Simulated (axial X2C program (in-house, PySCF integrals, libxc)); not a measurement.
# A two-component session on RuCl⁺: properties at the nuclei

Aim: properties at the nuclei of RuCl⁺, with spin–orbit coupling in the Hamiltonian from the start.

Method: two-component X2C with atomic mean-field terms, Ru dyall-cv3z, Cl dyall-av3z; program: an in-house X2C program for linear molecules on PySCF integrals.

All values are calculated.

**1. The job**

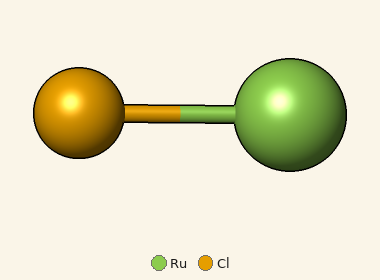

The two atoms at 2.240 Å (ruthenium green, chlorine amber).

task.json reads:

```json
{"zs": [44, 17], "q": 1, "bas": ["dyall-cv3z", "dyall-av3z"], "r0": 2.24, "levels": ["PBE0", "HF", "PBE50", "r2SCAN", "TPSSh"], "nst": 3}
```

Keys: zs atomic numbers; q charge; bas basis sets; r0 starting distance in Å; levels methods (HF also brings MP2); nst determinants followed.

Run with:

```bash
$ python soeom.py task.json out
```

Nuclei are Gaussian, cores are contracted, and the Gaunt term is on.

**2. Expectation values, lowest determinant**

R = 2.150 Å. State: Ω = 4 (excess of +ω over −ω: ω = 3/2, ω = 5/2).

Output of the PBE0 run:

```text
two-component X2C + atomic mean field  PBE0
basis functions 212  fitting functions 979  grid points 5082
iter        total energy     max residual
   1      -4989.413678051     1.71e-05
   2      -4989.413678078     1.16e-05
   3      -4989.413678085     9.09e-06
   4      -4989.413678095     4.12e-06
   5      -4989.413678097     1.48e-06
converged
one-electron -7228.68851304  Coulomb 2219.93456218  exact exchange -39.96208259  xc functional -122.48805583  nuclear repulsion 184.10444361  atomic mean-field constant -2.31403243
```

The highest occupied spinor is 99% Ru d.

```
 level  Eeff magnitude (GV/cm)  Ws magnitude Ru (kHz)  A∥/gI Ru (MHz)  qzz Ru (a.u.)  A∥/gI Cl (MHz)  qzz Cl (a.u.)
  PBE0                    4.29                  0.445             368           1.16           -11.2           1.12
    HF                       5                  0.513             177           0.91           -2.12           1.20
 PBE50                    4.57                   0.47             305           1.06           -7.85           1.20
r2SCAN                    4.12                  0.418             406           1.18           -3.33           1.14
 TPSSh                    4.13                  0.421             386           1.15           -7.49           1.06
```

Eeff is the effective electric field on the electron dipole moment in this Ω state and Ws the scalar–pseudoscalar constant (defined with the proton number Z and per Ω); A∥ is the parallel hyperfine constant, which follows by multiplying with the nuclear g factor gI = μI/(I μN); qzz is the electric field gradient, eQq0 = 234.96 MHz × Q/barn × qzz. The operators were transformed with the bare-nucleus X2C matrices.

**3. Expectation values, a higher determinant**

R = 2.150 Å. State: Ω = 3 (excess of +ω over −ω: ω = 1/2, ω = 5/2), 0.48 eV above the lowest in the PBE0 search for states (made at or near this distance, with looser thresholds).

Output of the PBE0 run:

```text
two-component X2C + atomic mean field  PBE0
basis functions 212  fitting functions 979  grid points 5082
iter        total energy     max residual
   1      -4989.396175981     1.06e-05
   2      -4989.396175987     7.30e-06
   3      -4989.396175989     5.08e-06
   4      -4989.396175992     3.07e-06
   5      -4989.396175993     1.96e-06
converged
one-electron -7228.06955201  Coulomb 2219.33533886  exact exchange -39.96315378  xc functional -122.48922025  nuclear repulsion 184.10444361  atomic mean-field constant -2.31403243
```

The highest occupied spinor is 51% Ru d, 40% Cl p, 3% Ru p.

```
 level  Eeff magnitude (GV/cm)  Ws magnitude Ru (kHz)  A∥/gI Ru (MHz)  qzz Ru (a.u.)  A∥/gI Cl (MHz)  qzz Cl (a.u.)
  PBE0                    3.46                  0.485             370          -3.53            71.3           1.63
    HF                    4.02                  0.561             148          -3.78            32.6           1.63
 PBE50                    3.73                  0.522             287          -3.66            62.2           1.62
r2SCAN                    3.09                  0.426             390          -3.47            79.1           1.54
 TPSSh                    3.28                  0.455             382          -3.50            76.9           1.54
```

**4. Expectation values, a higher determinant**

R = 2.150 Å. State: Ω = 1 (excess of +ω over −ω: ω = -3/2, ω = 5/2), 0.60 eV above the lowest in the PBE0 search for states (made at or near this distance, with looser thresholds).

Output of the PBE0 run:

```text
two-component X2C + atomic mean field  PBE0
basis functions 212  fitting functions 979  grid points 5082
iter        total energy     max residual
   1      -4989.391712273     1.18e-05
   2      -4989.391712285     7.87e-06
   3      -4989.391712289     7.03e-06
   4      -4989.391712296     3.10e-06
   5      -4989.391712298     1.64e-06
converged
one-electron -7228.05403297  Coulomb 2219.32373043  exact exchange -39.96295858  xc functional -122.48886236  nuclear repulsion 184.10444361  atomic mean-field constant -2.31403243
```

The highest occupied spinor is 52% Ru d, 40% Cl p, 3% Ru p.

```
 level  Eeff magnitude (GV/cm)  Ws magnitude Ru (kHz)  A∥/gI Ru (MHz)  qzz Ru (a.u.)  A∥/gI Cl (MHz)  qzz Cl (a.u.)
  PBE0                    3.68                   1.57             292          -3.47            -265           1.61
    HF                    4.21                   1.79            -492          -3.67           -99.3           1.64
 PBE50                    3.96                   1.68             -11          -3.59            -208           1.61
r2SCAN                    3.26                   1.37             385          -3.41            -274           1.51
 TPSSh                    3.49                   1.47             358          -3.45            -279           1.52
```

**5. Results**

| quantity | value |
| --- | --- |
| lowest determinant | Ω = 4 (excess of +ω over −ω: ω = 3/2, ω = 5/2) |
| Eeff magnitude (GV/cm), PBE0 | 4.29 |
| Ws magnitude Ru (kHz), PBE0 | 0.445 |
| A∥/gI Ru (MHz), PBE0 | 368 |
| qzz Ru (a.u.), PBE0 | 1.16 |
| higher determinant | Ω = 3 (excess of +ω over −ω: ω = 1/2, ω = 5/2) |
| Eeff magnitude (GV/cm), PBE0, higher determinant | 3.46 |
| Ws magnitude Ru (kHz), PBE0, higher determinant | 0.485 |
| A∥/gI Ru (MHz), PBE0, higher determinant | 370 |
| qzz Ru (a.u.), PBE0, higher determinant | -3.53 |
| higher determinant | Ω = 1 (excess of +ω over −ω: ω = -3/2, ω = 5/2) |
| Eeff magnitude (GV/cm), PBE0, higher determinant | 3.68 |
| Ws magnitude Ru (kHz), PBE0, higher determinant | 1.57 |
| A∥/gI Ru (MHz), PBE0, higher determinant | 292 |
| qzz Ru (a.u.), PBE0, higher determinant | -3.47 |

In words: In the first state, the effective field runs from 4.12 to 5 GV/cm over the mean-field levels. The expectation values come from single determinants, which for open shells can mix terms of unlike spin or miss the lowest Ω, so a determinant need not be a state. Eeff is the effective electric field on the electron dipole moment in this Ω state and Ws the scalar–pseudoscalar constant (defined with the proton number Z and per Ω); A∥ is the parallel hyperfine constant, which follows by multiplying with the nuclear g factor gI = μI/(I μN); qzz is the electric field gradient, eQq0 = 234.96 MHz × Q/barn × qzz. The operators were transformed with the bare-nucleus X2C matrices.
